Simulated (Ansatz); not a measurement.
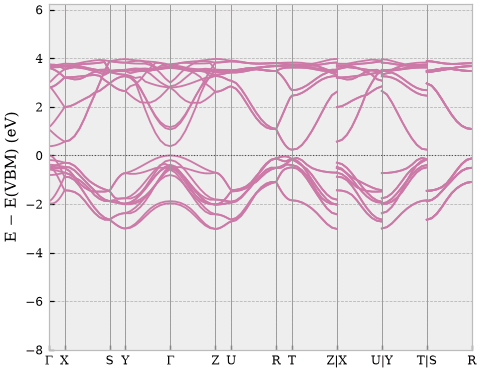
Band structure from plane-wave PAW PBE (Ansatz code)

**Question.** Read off the gap and where the band edges lie.

**Answer.** About 0.2 eV (0.24 eV by a search for the band edges); maximum at Γ, minimum at T.

The material is LaN in space group Pnma (No. 62; La on 4c, N on 4c).

The start of the workflow was typed in or built on a structure type; neither database checked (COD, Materials Project) lists it. COD files the formula under space group No. 225, so this cell is another polymorph or a model. Its standing as an ambient phase is unchecked. The PBE relaxation kept the symmetry of its start; its stability against distortions is not shown here. Scalar-relativistic: spin–orbit coupling is off unless named, which matters more the heavier the elements.

Potentials: the earlier of the program's two PAW sets.
